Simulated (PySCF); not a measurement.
**B₃H₃O₃: geometry, spin-spin couplings**

Aim: predict the spin-spin couplings of B₃H₃O₃ (`B1OBOBO1`).

Programs: PySCF 2.14.0, with density-fitted response routines of our own. Each step states its level of theory. These are calculated values for one molecule in the gas phase, unless marked as measured. Atoms count from 0, in the outputs and in this text.

### 1 Starting geometry

9 atoms, charge 0, multiplicity 1; geometry from: GFN2-xTB. The atoms were then displaced at random by about 0.01 Å, so the start is not that level's minimum.

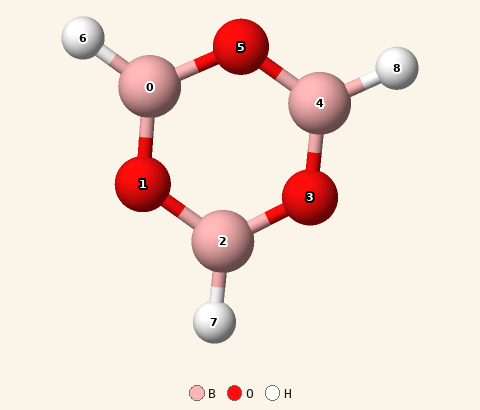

The starting geometry (boron pink, oxygen red, hydrogen white), atoms numbered.

### 2 Optimising the geometry at PBE0-D3(BJ)/def2-SVP

The job: settings as JSON, then the geometry in Å.

```
{"job": {"xc": "PBE0", "basis": "def2-SVP", "d3": "d3bj", "grid": 1, "shake": 0.01, "kind": "geom"}, "charge": 0, "multiplicity": 1}
B      1.207320    -0.635530    -0.270670
O      0.054670    -1.357940    -0.109730
B     -1.145120    -0.746730     0.156110
O     -1.148910     0.612620     0.265990
B     -0.060160     1.349660     0.091480
O      1.122690     0.749520    -0.172040
H      2.215590    -1.136640    -0.508660
H     -2.078120    -1.379090     0.303450
H     -0.110150     2.526960     0.210340
```

Started as:

```console
$ OMP_NUM_THREADS=1 python probes_run.py task.json out
```

The driver reads the jobs from task.json and runs them one after another.

Standard output:

```text
step   0  E = -301.73643965  max force = 0.039199
step   1  E = -301.74227029  max force = 0.009665
step   2  E = -301.74259610  max force = 0.003863
step   3  E = -301.74263963  max force = 0.001464
step   4  E = -301.74264707  max force = 0.000726
step   5  E = -301.74265089  max force = 0.000232
optimisation converged
```

Run time: 17 s. Hardware: 1 thread of Arm Neoverse V2, shared host; peak memory 0.41 GiB.

Relaxation path:

```csv
step,energy from step 0 (eV),largest force component (eV/Å)
0,0.0000,2.0157
1,-0.1587,0.4970
2,-0.1675,0.1986
3,-0.1687,0.0753
4,-0.1689,0.0373
5,-0.1690,0.0119
```

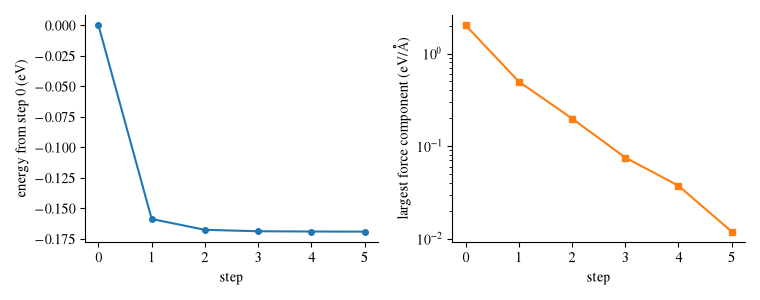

Energy and largest force along the relaxation.

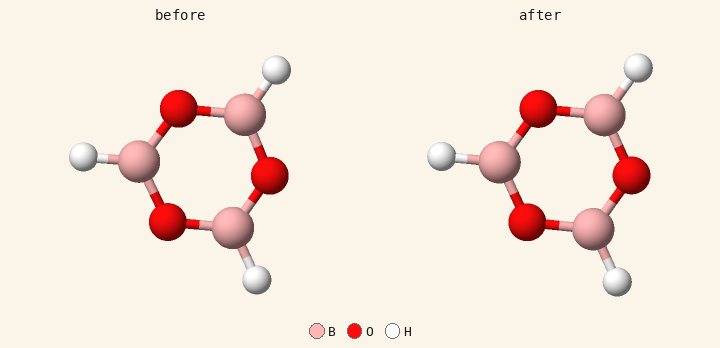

Before and after, at one scale.

Distances of close pairs at the start and the end, largest changes first:

```csv
bond,before (Å),after (Å),change (Å)
B2–H7,1.137,1.202,+0.065
B0–H6,1.151,1.202,+0.051
O3–B4,1.326,1.371,+0.044
B0–O5,1.391,1.371,-0.020
B4–O5,1.352,1.371,+0.018
B4–H8,1.184,1.202,+0.017
B2–O3,1.364,1.371,+0.007
O1–B2,1.372,1.371,-0.001
```

The next job starts from the end point, and lists it.

```csv
at the end point,value
point group (found at 0.08 Å tolerance),D3h
"rotational constants (GHz, main isotopes)","5.876, 5.870, 2.936"
dipole moment (D),0.00
```

### 3 Spin-spin couplings: B3LYP/6-31G*

The job: settings as JSON, then the geometry in Å.

```
{"job": {"kind": "j", "xc": "B3LYP", "basis": "6-31G*"}, "charge": 0, "multiplicity": 1}
B      1.310439    -0.672992    -0.240668
O      0.175529    -1.417564    -0.051446
B     -1.016382    -0.810689     0.249972
O     -1.065257     0.554106     0.368152
B      0.062638     1.310839     0.184255
O      1.247033     0.690738    -0.118396
H      2.350884    -1.209822    -0.512621
H     -2.008942    -1.469810     0.408032
H      0.012992     2.507006     0.287040
```

With the program's defaults for keys left out, this is: B3LYP/6-31G* indirect spin-spin coupling, non-relativistic, gas phase.

Standard output:

```text
coarse grid: 8376 points
cycle   1  E = -302.1653957606  dE =  9.853e-01  |g| = 1.032e+00  |ddm| = 3.026e+00
cycle   2  E = -301.8764219753  dE =  2.890e-01  |g| = 1.607e+00  |ddm| = 1.633e+00
cycle   3  E = -302.3585518441  dE = -4.821e-01  |g| = 4.127e-02  |ddm| = 1.061e+00
cycle   4  E = -302.3589140481  dE = -3.622e-04  |g| = 7.475e-03  |ddm| = 4.124e-02
cycle   5  E = -302.3589246090  dE = -1.056e-05  |g| = 1.499e-03  |ddm| = 5.700e-03
cycle   6  E = -302.3589250960  dE = -4.870e-07  |g| = 6.149e-04  |ddm| = 1.604e-03
final grid: 83368 points
cycle   7  E = -302.3146182845  dE = -3.330e-05  |g| = 3.879e-03  |ddm| = 1.868e-02
cycle   8  E = -302.3146151003  dE =  3.184e-06  |g| = 5.790e-03  |ddm| = 6.534e-03
cycle   9  E = -302.3146211366  dE = -6.036e-06  |g| = 1.887e-04  |ddm| = 3.513e-03
cycle  10  E = -302.3146211427  dE = -6.126e-09  |g| = 1.334e-04  |ddm| = 2.793e-04
cycle  11  E = -302.3146211457  dE = -3.021e-09  |g| = 5.376e-05  |ddm| = 1.143e-04
cycle  12  E = -302.3146211463  dE = -5.626e-10  |g| = 6.349e-06  |ddm| = 3.999e-05
converged SCF energy = -302.3146211463

Indirect spin-spin couplings (Hz)
  i      j    bonds     total        FC       PSO       DSO        SD
  0 B    1 O    1     -9.834   -13.774     4.185    -0.155    -0.090
  0 B    2 B    2     -2.756    -2.692     0.072    -0.109    -0.026
  0 B    3 O    3     -4.008    -3.957     0.049     0.020    -0.119
  0 B    4 B    2     -2.755    -2.692     0.072    -0.109    -0.026
  0 B    5 O    1     -9.803   -13.742     4.183    -0.155    -0.090
  0 B    6 H    1    204.908   204.424    -1.207     1.233     0.458
  0 B    7 H    3      2.510     2.750     0.395    -0.638     0.002
  0 B    8 H    3      2.511     2.751     0.395    -0.638     0.002
  1 O    2 B    1     -9.769   -13.707     4.182    -0.155    -0.089
  1 O    3 O    2     -1.840    -0.278    -1.603    -0.008     0.048
  1 O    4 B    3     -4.017    -3.966     0.049     0.019    -0.119
  1 O    5 O    2     -1.842    -0.277    -1.605    -0.008     0.048
  1 O    6 H    2    -18.397   -18.909     0.469     0.086    -0.043
  1 O    7 H    2    -18.388   -18.901     0.470     0.085    -0.042
  1 O    8 H    4      0.421     0.183    -0.033     0.220     0.051
  2 B    3 O    1     -9.767   -13.709     4.186    -0.155    -0.089
  2 B    4 B    2     -2.763    -2.699     0.071    -0.109    -0.026
  2 B    5 O    3     -4.019    -3.968     0.049     0.019    -0.119
  2 B    6 H    3      2.511     2.751     0.395    -0.638     0.002
  2 B    7 H    1    204.923   204.439    -1.207     1.232     0.459
  2 B    8 H    3      2.511     2.752     0.395    -0.638     0.002
  3 O    4 B    1     -9.775   -13.715     4.185    -0.155    -0.090
  3 O    5 O    2     -1.838    -0.277    -1.602    -0.008     0.048
  3 O    6 H    4      0.421     0.183    -0.033     0.220     0.051
  3 O    7 H    2    -18.385   -18.898     0.470     0.085    -0.043
  3 O    8 H    2    -18.389   -18.902     0.471     0.085    -0.043
  4 B    5 O    1     -9.815   -13.754     4.183    -0.155    -0.090
  4 B    6 H    3      2.510     2.750     0.395    -0.638     0.002
  4 B    7 H    3      2.506     2.747     0.395    -0.638     0.002
  4 B    8 H    1    204.784   204.300    -1.208     1.233     0.459
  5 O    6 H    2    -18.391   -18.904     0.470     0.085    -0.043
  5 O    7 H    4      0.421     0.184    -0.033     0.220     0.051
  5 O    8 H    2    -18.395   -18.907     0.470     0.085    -0.043
```

Run time: 10 s. Hardware: 1 thread of Arm Neoverse V2, shared host; peak memory 0.48 GiB.

This basis has no tight s functions, so the Fermi-contact terms are rough.

Couplings of 1 Hz or more over one to four bonds, nine at most for each number, with means over like pairs (isotopes 11B, 1H, 17O):

```csv
pair,bonds,J (Hz),Fermi contact (Hz),dihedral (°)
B0–H6,1,204.9,204.4,–
B0–O1,1,-9.8,-13.7,–
O1–H6,2,-18.4,-18.9,–
B0–B2,2,-2.8,-2.7,–
O1–O3,2,-1.8,-0.3,–
B0–O3,3,-4.0,-4.0,–
B0–H7,3,2.5,2.8,180
```

Quadrupole couplings from the field gradients of the same density:

```csv
atom,isotope,eQq/h (MHz),η
O1,17O,4.739,0.73
O5,17O,4.739,0.73
O3,17O,4.729,0.73
B4,11B,3.396,0.50
B2,11B,3.396,0.50
B0,11B,3.395,0.50
```

### 4 Summary of results

| quantity | value |
| --- | --- |
| point group | D3h |
| rotational constants (main isotopes) | 5.88, 5.87, 2.94 GHz |
| largest coupling of the table (B3LYP/6-31G*) | ¹J(B,H) B0–H6, 204.9 Hz (mean over like pairs) |

In words: The start of the PBE0/def2-SVP relaxation was shaken at random by about 0.01 Å, so part of the energy gained, and of the first lengths quoted, undoes that. Over 5 steps the energy fell by 0.169 eV; of the close pairs, B2–H7 changed most, 1.137 to 1.202 Å. Of the pairs tabulated at B3LYP/6-31G*, B0–H6 (mean over like pairs) couples most strongly (204.9 Hz; Fermi contact 204.4 Hz). Couplings across rotatable bonds belong to this one conformer; where others are populated, the observed values are averages. Couplings from bases without tight functions are rough.
